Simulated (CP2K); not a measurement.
**GFN2-xTB run of CH4BNO (SMILES OB1CN1)**

What is the vertical ionisation energy of CH4BNO at GFN2-xTB? 

Program for the calculation: CP2K 2026.2.

3 further runs of the same task are left out: 3 set aside as unsound or not needed.

## 1. The system as given

CH4BNO: 8 atoms, total charge 0, spin state singlet. As SMILES, `OB1CN1`. Geometry: relaxed at GFN2-xTB. This is one conformer, not always the lowest.

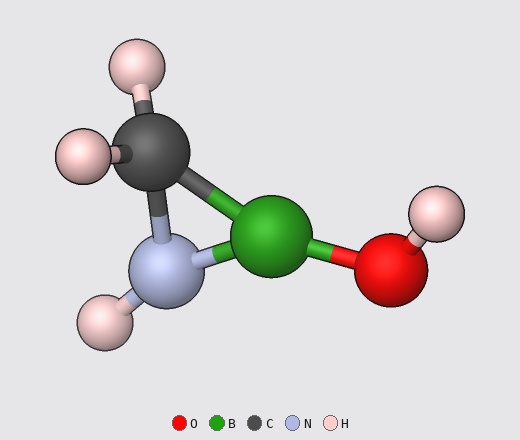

The structure, seen from a chosen angle (oxygen red, boron green, carbon dark grey, nitrogen light blue, hydrogen pink).

## 2. Energy and forces at GFN2-xTB

The input, qs.inp:

```
&GLOBAL
   PROJECT qs
   RUN_TYPE ENERGY_FORCE
   PRINT_LEVEL MEDIUM
&END GLOBAL

&FORCE_EVAL
   METHOD Quickstep
   &DFT
      &QS
         METHOD XTB
         EPS_DEFAULT 1.0E-10
         &XTB
            GFN_TYPE TBLITE
            &TBLITE
               METHOD GFN2
            &END TBLITE
            CHECK_ATOMIC_CHARGES F
         &END XTB
      &END QS
      &POISSON
         PERIODIC NONE
         POISSON_SOLVER ANALYTIC
      &END POISSON
      ! SCF settings
      &SCF
         SCF_GUESS ATOMIC
         EPS_SCF 1.0E-06
         MAX_SCF 150
         ADDED_MOS 8
         &DIAGONALIZATION
            ALGORITHM STANDARD
         &END DIAGONALIZATION
         &MIXING
            METHOD DIRECT_P_MIXING
            ALPHA 0.4
         &END MIXING
         &SMEAR ON
            METHOD FERMI_DIRAC
            ELECTRONIC_TEMPERATURE [K] 300
         &END SMEAR
      &END SCF
      ! extra output
      &PRINT
         &MOMENTS
            PERIODIC F
            REFERENCE COM
            MAX_MOMENT 1
         &END MOMENTS
         &MO ON
            ENERGIES T
            OCCUPATION_NUMBERS T
            NDIGITS 6
            &EACH
               QS_SCF 0
            &END EACH
            ADD_LAST NUMERIC
         &END MO
         &HIRSHFELD OFF
         &END HIRSHFELD
      &END PRINT
   &END DFT
   &SUBSYS
      ! box in angstrom
      &CELL
         ABC 13 13.9 12.9
         PERIODIC NONE
      &END CELL
      &COORD
         O     -1.274620     0.927080    -1.155500
         B     -0.449360     0.215490    -0.378930
         C      0.742230    -0.010780     0.588280
         N     -0.185800    -1.034640     0.070740
         H     -1.103830     1.866830    -1.191090
         H      1.773060    -0.095390     0.249310
         H      0.689180     0.161050     1.661930
         H     -0.190870    -2.029650     0.155250
      &END COORD
      &TOPOLOGY
         &CENTER_COORDINATES
         &END CENTER_COORDINATES
      &END TOPOLOGY
   &END SUBSYS
   &PRINT
      &FORCES ON
      &END FORCES
   &END PRINT
&END FORCE_EVAL
```

Started as:

```
$ OMP_NUM_THREADS=1 cp2k.psmp -i qs.inp -o qs.out
```

The program printed:

```text
CP2K| version string:                                       CP2K version 2026.2
[...]
 GLOBAL| Method name                                                        CP2K
[...]
 GLOBAL| Run type                                                   ENERGY_FORCE
[...]
                             - Atoms:                                          8
[...]
                             - Spherical basis functions:                     20
[...]
 Number of electrons:                                                         22
[...]
  *** SCF run converged in    15 steps ***
[...]
  Fermi energy:                                                -0.16527290819911
[...]
 TB_DIPOLE| Moment [Debye]          0.07272988       1.18788345      -0.21461966
 TB_DIPOLE| Derivative [a.u.]       0.00000000       0.00000000       0.00000000
[...]
 ENERGY| Total FORCE_EVAL ( QS ) energy [hartree]            -12.400025262228750
 FORCES| Atomic forces [hartree/bohr]
 FORCES|   Atom     x               y               z               |f|
 FORCES|      1  2.55519554E-04 -2.40617263E-04  1.58447067E-05   3.51337393E-04
 FORCES|      2 -1.79544697E-04  8.32396900E-05 -1.21727534E-04   2.32341853E-04
 FORCES|      3 -1.72581042E-04 -1.98616082E-04  2.16719873E-04   3.40881310E-04
 FORCES|      4  2.76269149E-04 -1.16466714E-04 -4.90757037E-05   3.03805140E-04
 FORCES|      5 -1.76480648E-04  1.68024651E-04  4.54761089E-05   2.47882591E-04
 FORCES|      6  2.17401429E-04  5.43967386E-05 -9.28973008E-05   2.42594920E-04
 FORCES|      7  5.08102787E-06  1.82910017E-05 -7.23722495E-05   7.48205859E-05
 FORCES|      8 -2.25664773E-04  2.31747978E-04  5.80320993E-05   3.28632682E-04
 FORCES| Sum     4.97648797E-17 -4.36282954E-16 -1.16267130E-16
 FORCES| Total atomic force                                       4.54243773E-16
[...]
```

Wall time 0.22 s (1 thread of Arm Neoverse V2, shared host).

## 3. The doublet cation, same level

The input, job.inp:

```
&GLOBAL
  PROJECT_NAME job
  RUN_TYPE ENERGY_FORCE
  PRINT_LEVEL MEDIUM
&END GLOBAL

&FORCE_EVAL
  METHOD QUICKSTEP
  &DFT
    CHARGE 1
    MULTIPLICITY 2
    UKS T
    &QS
      METHOD XTB
      EPS_DEFAULT 1.0E-10
      &XTB
        GFN_TYPE TBLITE
        &TBLITE
          METHOD GFN2
        &END TBLITE
        CHECK_ATOMIC_CHARGES F
      &END XTB
    &END QS
    &POISSON
      PERIODIC NONE
      POISSON_SOLVER ANALYTIC
    &END POISSON
    &SCF
      SCF_GUESS ATOMIC
      EPS_SCF 1.0E-06
      MAX_SCF 150
      ADDED_MOS 2
      &DIAGONALIZATION
        ALGORITHM STANDARD
      &END DIAGONALIZATION
      &MIXING
        METHOD DIRECT_P_MIXING
        ALPHA 0.4
      &END MIXING
    &END SCF
    &PRINT
      &MOMENTS
        PERIODIC F
        REFERENCE COM
        MAX_MOMENT 1
      &END MOMENTS
      &MO ON
        ENERGIES T
        OCCUPATION_NUMBERS T
        NDIGITS 6
        &EACH
          QS_SCF 0
        &END EACH
        ADD_LAST NUMERIC
      &END MO
      &HIRSHFELD OFF
      &END HIRSHFELD
    &END PRINT
  &END DFT
  &SUBSYS
    &CELL
      ABC [angstrom] 13 13.9 12.9
      PERIODIC NONE
    &END CELL
    &COORD
      O     -1.274620     0.927080    -1.155500
      B     -0.449360     0.215490    -0.378930
      C      0.742230    -0.010780     0.588280
      N     -0.185800    -1.034640     0.070740
      H     -1.103830     1.866830    -1.191090
      H      1.773060    -0.095390     0.249310
      H      0.689180     0.161050     1.661930
      H     -0.190870    -2.029650     0.155250
    &END COORD
    &TOPOLOGY
      &CENTER_COORDINATES
      &END CENTER_COORDINATES
    &END TOPOLOGY
  &END SUBSYS
  &PRINT
    &FORCES ON
    &END FORCES
  &END PRINT
&END FORCE_EVAL
```

Started as:

```
$ OMP_NUM_THREADS=1 cp2k.psmp -i job.inp > job.out 2>&1
```

The program printed:

```text
CP2K| version string:                                       CP2K version 2026.2
[...]
 GLOBAL| Method name                                                        CP2K
[...]
 GLOBAL| Run type                                                   ENERGY_FORCE
[...]
                             - Atoms:                                          8
[...]
                             - Spherical basis functions:                     20
[...]
 Number of electrons:                                                         11
[...]
  *** SCF run converged in    20 steps ***
[...]
  Fermi energy:                                                -0.64228239467532
[...]
 TB_DIPOLE| Moment [Debye]          2.05625621       0.24299500       1.56197126
 TB_DIPOLE| Derivative [a.u.]       0.00000000       0.00000000       0.00000000
[...]
 ENERGY| Total FORCE_EVAL ( QS ) energy [hartree]            -11.894118742095177
 FORCES| Atomic forces [hartree/bohr]
 FORCES|   Atom     x               y               z               |f|
 FORCES|      1  3.29059509E-02 -2.51315678E-02  3.34446686E-02   5.32253996E-02
 FORCES|      2 -4.69093228E-02  5.44448588E-02 -4.22341842E-02   8.33573844E-02
 FORCES|      3 -1.63797368E-02 -2.72692126E-02 -1.22039678E-02   3.40711397E-02
 FORCES|      4  3.08967575E-02 -1.81049167E-03  2.61439078E-02   4.05140891E-02
 FORCES|      5 -4.84105705E-03  7.89826178E-03 -6.97313733E-03   1.15949565E-02
 FORCES|      6  3.72703497E-03 -3.90435654E-03  3.85668127E-03   6.63391137E-03
 FORCES|      7 -4.02276777E-04  4.86864139E-03  1.28150959E-03   5.05052101E-03
 FORCES|      8  1.00265006E-03 -9.09613334E-03 -3.31547790E-03   9.73331098E-03
 FORCES| Sum    -4.66206934E-17  1.02348685E-16 -3.03576608E-18
 FORCES| Total atomic force                                       1.12507592E-16
[...]
```

Wall time 0.26 s (1 thread of Arm Neoverse V2, shared host).

## 4. What came out

At GFN2-xTB:

| quantity | value |
| --- | --- |
| singlet CH4BNO: total energy | -12.40003 Eh |
| singlet CH4BNO: dipole moment (from atomic charges alone) | 1.21 D |
| singlet CH4BNO: HOMO energy | -10.03 eV |
| singlet CH4BNO: LUMO energy | -3.60 eV |
| singlet CH4BNO: HOMO–LUMO gap | 6.43 eV |
| singlet CH4BNO: largest force on an atom | 0.018 eV/Å |
| doublet cation: total energy | -11.89412 Eh |
| doublet cation: HOMO energy (highest over α and β) | -17.51 eV |
| doublet cation: LUMO energy (lowest over α and β) | -17.44 eV |
| doublet cation: largest force on an atom | 4.286 eV/Å |
| vertical ionisation energy (to the doublet cation) | 13.766 eV |

What this shows: Removing an electron at fixed nuclei costs 13.77 eV (1328 kJ/mol). xTB total energies overstate such differences by several eV unless an empirical shift is taken off; none is applied here. The dipole (singlet CH4BNO) comes from point charges on the atoms alone, without atomic dipoles, so it is partial.
